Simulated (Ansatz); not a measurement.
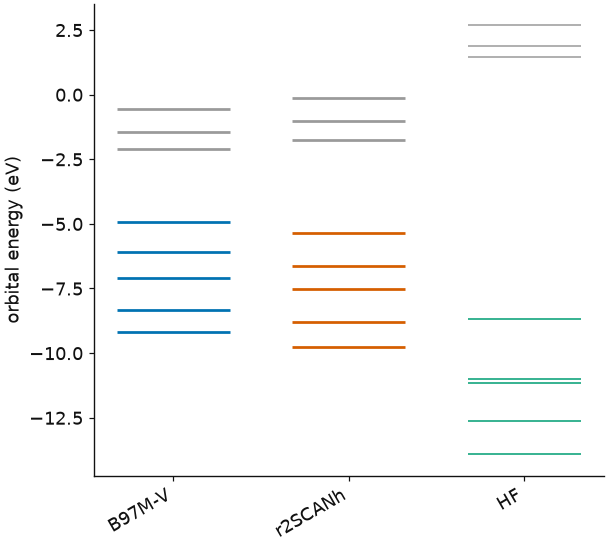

Frontier orbital energies of CH₅AlBNO, SMILES N[BH][Al]1[CH2][O]1, singlet at one geometry, def2-TZVPP, the Ansatz code, at a PBE0-D4/def2-TZVP geometry (a minimum by its frequencies). Empty levels are grey, levels within 0.1 eV stand side by side; all columns show the same few orbitals around the gap.

Question: Compare the HOMO-LUMO separations.

Answer: The separation grows from 2.83 eV (B97M-V) to 10.14 eV (HF).

```tsv
level	HOMO (eV)	LUMO (eV)	separation (eV)
B97M-V	−4.93	−2.10	2.83
r2SCANh	−5.37	−1.75	3.62
HF	−8.68	1.46	10.14
```

Caveats, for all or some of the runs: empty levels above zero depend strongly on the basis; one conformer of a flexible molecule.
